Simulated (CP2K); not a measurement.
# CH7GeN (SMILES [CH3][GeH2][NH2]) at GFN0-xTB

Aim: the energy difference between two shapes of CH7GeN at GFN0-xTB, from 2 runs. 

Program for the calculation: CP2K 2026.2.

**1. The system as given**

The species is CH7GeN (10 atoms), meant as a singlet with charge 0. As SMILES, `[CH3][GeH2][NH2]`. Geometry: a GFN2-xTB relaxation, a rough one for these elements and not checked as a minimum. This is one conformer, not always the lowest.

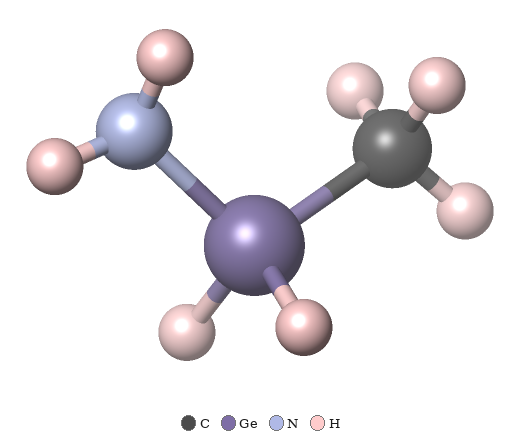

Viewed from a chosen angle; carbon dark grey, germanium purple, nitrogen light blue, hydrogen pink.

**2. Energy and forces at GFN0-xTB**

mol.inp

```
&GLOBAL
    PROJECT mol
    RUN_TYPE ENERGY_FORCE
    PRINT_LEVEL MEDIUM
&END

&FORCE_EVAL
    METHOD QUICKSTEP
    &DFT
        CHARGE 0
        MULTIPLICITY 1
        &QS
            METHOD XTB
            EPS_DEFAULT 1.0E-10
            &XTB
                GFN_TYPE 0
                CHECK_ATOMIC_CHARGES F
            &END
        &END
        &POISSON
            PERIODIC NONE
            POISSON_SOLVER ANALYTIC
        &END
        &SCF
            SCF_GUESS ATOMIC
            EPS_SCF 1.0E-06
            MAX_SCF 150
            ADDED_MOS 8
            &DIAGONALIZATION
                ALGORITHM STANDARD
            &END
            &MIXING
                METHOD DIRECT_P_MIXING
                ALPHA 0.4
            &END
            &SMEAR ON
                METHOD FERMI_DIRAC
                ELECTRONIC_TEMPERATURE [K] 300
            &END
        &END
        &PRINT
            &MOMENTS
                PERIODIC F
                REFERENCE COM
                MAX_MOMENT 1
            &END
            &MO ON
                ENERGIES T
                OCCUPATION_NUMBERS T
                NDIGITS 6
                &EACH
                    QS_SCF 0
                &END
                ADD_LAST NUMERIC
            &END
            &HIRSHFELD OFF
            &END
        &END
    &END
    &SUBSYS
        &CELL
            ABC [angstrom] 13.3 12.8 13.5
            PERIODIC NONE
        &END
        &COORD
            C     -0.993250     0.541310    -0.937110
            Ge     0.083230    -0.720640     0.109780
            N      1.071120     0.263130     1.274970
            H     -1.671630     0.023680    -1.609690
            H     -0.357020     1.189930    -1.535070
            H     -1.582140     1.166750    -0.271120
            H      0.913200    -1.613860    -0.796810
            H     -0.741020    -1.625000     0.980280
            H      1.607970     1.019420     0.873830
            H      1.669530    -0.244720     1.910930
        &END
        &TOPOLOGY
            &CENTER_COORDINATES
            &END
        &END
    &END
    &PRINT
        &FORCES ON
        &END
    &END
&END
```

Command:

```sh
$ OMP_NUM_THREADS=1 cp2k.psmp -i mol.inp -o mol.out
```

What it wrote:

```text
CP2K| version string:                                       CP2K version 2026.2
[...]
 GLOBAL| Method name                                                        CP2K
[...]
 GLOBAL| Run type                                                   ENERGY_FORCE
[...]
                             - Atoms:                                         10
[...]
                             - Spherical basis functions:                     31
[...]
 Number of electrons:                                                         20
[...]
  Fermi energy:                                                -0.21522780625168
[...]
 TB_DIPOLE| Moment [Debye]         -0.06791197      -0.02631573      -0.89697820
 TB_DIPOLE| Derivative [a.u.]       0.00000000       0.00000000       0.00000000
[...]
 ENERGY| Total FORCE_EVAL ( QS ) energy [hartree]            -11.012589977224879
 FORCES| Atomic forces [hartree/bohr]
 FORCES|   Atom     x               y               z               |f|
 FORCES|      1  5.01922601E-03 -6.17574540E-03  4.79764635E-03   9.29246315E-03
 FORCES|      2 -7.75370192E-03 -4.57583645E-03 -1.15641651E-02   1.46556504E-02
 FORCES|      3  3.16355665E-03  1.16547067E-03  1.87384373E-03   3.85716254E-03
 FORCES|      4 -2.84460427E-03 -3.84073770E-04 -2.56522001E-03   3.84962853E-03
 FORCES|      5  1.52828199E-03  2.57116250E-03 -2.14027904E-03   3.67795008E-03
 FORCES|      6 -2.91493678E-03  3.10478060E-03  1.38797386E-03   4.47917297E-03
 FORCES|      7  2.61799856E-04  1.92229390E-03  2.75407966E-03   3.36878431E-03
 FORCES|      8 -6.71108779E-04 -9.56383969E-04  1.69919222E-03   2.06211336E-03
 FORCES|      9  1.95141825E-03  3.94514579E-03  7.09556728E-05   4.40195902E-03
 FORCES|     10  2.26006901E-03 -6.16813872E-04  3.68597268E-03   4.36746676E-03
 FORCES| Sum     8.63024929E-17  1.80411242E-16  2.87530416E-16
 FORCES| Total atomic force                                       3.50242882E-16
[...]
```

Wall time 0.87 s (1 thread of AMD EPYC 9R45 (Zen 5), shared host); peak memory 0.19 GiB.

**3. The distorted shape, same level**

gas.inp

```
&global
    project gas
    run_type ENERGY_FORCE
    print_level MEDIUM
&end global

&force_eval
    method QS
    &dft
        charge 0
        multiplicity 1
        # Quickstep
        &qs
            method XTB
            eps_default 1.0E-10
            &xtb
                gfn_type 0
                check_atomic_charges F
            &end xtb
        &end qs
        &poisson
            periodic NONE
            poisson_solver ANALYTIC
        &end poisson
        &scf
            scf_guess ATOMIC
            eps_scf 1.0E-06
            max_scf 150
            added_mos 8
            &diagonalization
                algorithm STANDARD
            &end diagonalization
            &mixing
                method DIRECT_P_MIXING
                alpha 0.4
            &end mixing
            &smear ON
                method FERMI_DIRAC
                electronic_temperature [K] 300
            &end smear
        &end scf
        &print
            &moments
                periodic F
                reference COM
                max_moment 1
            &end moments
            &mo ON
                energies T
                occupation_numbers T
                ndigits 6
                &each
                    qs_scf 0
                &end each
                add_last NUMERIC
            &end mo
            &hirshfeld OFF
            &end hirshfeld
        &end print
    &end dft
    &subsys
        # vacuum box
        &cell
            abc [angstrom] 13.3 13 13.4
            periodic NONE
        &end cell
        &coord
            C     -0.954756     0.565144    -0.960741
            Ge     0.111348    -0.809489     0.135651
            N      1.018610     0.367114     1.256974
            H     -1.647607     0.008216    -1.483511
            H     -0.287231     1.129133    -1.514842
            H     -1.634939     1.255492    -0.224704
            H      0.851409    -1.708409    -0.739336
            H     -0.756217    -1.703594     0.977035
            H      1.535136     1.101392     0.840433
            H      1.612409    -0.349317     1.898982
        &end coord
        &topology
            &center_coordinates
            &end center_coordinates
        &end topology
    &end subsys
    # extra output
    &print
        &forces ON
        &end forces
    &end print
&end force_eval
```

Command:

```sh
$ OMP_NUM_THREADS=1 cp2k.psmp gas.inp > gas.out
```

What it wrote:

```text
CP2K| version string:                                       CP2K version 2026.2
[...]
 GLOBAL| Method name                                                        CP2K
[...]
 GLOBAL| Run type                                                   ENERGY_FORCE
[...]
                             - Atoms:                                         10
[...]
                             - Spherical basis functions:                     31
[...]
 Number of electrons:                                                         20
[...]
  Fermi energy:                                                -0.23364162984054
[...]
 TB_DIPOLE| Moment [Debye]          0.54075608      -1.04307814      -0.83459960
 TB_DIPOLE| Derivative [a.u.]       0.00000000       0.00000000       0.00000000
[...]
 ENERGY| Total FORCE_EVAL ( QS ) energy [hartree]            -10.982131967781305
 FORCES| Atomic forces [hartree/bohr]
 FORCES|   Atom     x               y               z               |f|
 FORCES|      1 -1.61897894E-02 -1.00178645E-03  9.17677710E-02   9.31903249E-02
 FORCES|      2 -2.96177532E-02  3.46000323E-02 -3.76572199E-03   4.57007024E-02
 FORCES|      3  9.14936385E-03 -6.56293356E-02  3.72570011E-02   7.60197651E-02
 FORCES|      4 -2.83325180E-02 -1.72955711E-02 -3.36253917E-02   4.72497124E-02
 FORCES|      5  1.82931911E-02  2.44915329E-02 -2.40613207E-02   3.89027400E-02
 FORCES|      6  3.34343653E-02 -2.46783430E-02 -2.90311527E-02   5.06920627E-02
 FORCES|      7  1.51827492E-02 -9.35107291E-03 -1.07339075E-02   2.08128616E-02
 FORCES|      8  2.73028824E-04  2.72054979E-03  3.86712537E-03   4.73609486E-03
 FORCES|      9  1.69258668E-02  1.00293014E-02 -3.22133055E-03   1.99361185E-02
 FORCES|     10 -1.91185044E-02  4.61146927E-02 -2.84530723E-02   5.74600680E-02
 FORCES| Sum    -1.42247325E-16 -1.38777878E-16  1.07552856E-16
 FORCES| Total atomic force                                       2.25967293E-16
[...]
```

Wall time 0.87 s (1 thread of AMD EPYC 9R45 (Zen 5), shared host); peak memory 0.19 GiB.

**4. Summary of results**

At GFN0-xTB:

| quantity | value |
| --- | --- |
| first shape: total energy | -11.01259 Eh |
| first shape: dipole moment (from atomic charges alone) | 0.90 D |
| first shape: HOMO energy | -12.28 eV |
| first shape: LUMO energy | -4.96 eV |
| first shape: HOMO–LUMO gap | 7.32 eV |
| first shape: dispersion energy | -5.81 kJ/mol |
| first shape: largest force on an atom | 0.754 eV/Å |
| distorted shape: total energy | -10.98213 Eh |
| distorted shape: dipole moment (from atomic charges alone) | 1.44 D |
| distorted shape: HOMO energy | -12.18 eV |
| distorted shape: LUMO energy | -5.46 eV |
| distorted shape: HOMO–LUMO gap | 6.72 eV |
| distorted shape: dispersion energy | -5.86 kJ/mol |
| distorted shape: largest force on an atom | 4.792 eV/Å |
| energy change with the atoms displaced | 0.829 eV |

**Reading.** With the atoms displaced the energy rises by 0.83 eV (19.1 kcal/mol). The first shape isn't relaxed at this level, so the change isn't measured from a minimum. The largest force (first shape) is 0.75 eV/Å: the shape isn't a stationary point for this species at this level. The dipole (first shape) comes from point charges on the atoms alone, without atomic dipoles, so it is partial. The dipole (distorted shape) comes from point charges on the atoms alone, without atomic dipoles, so it is partial.
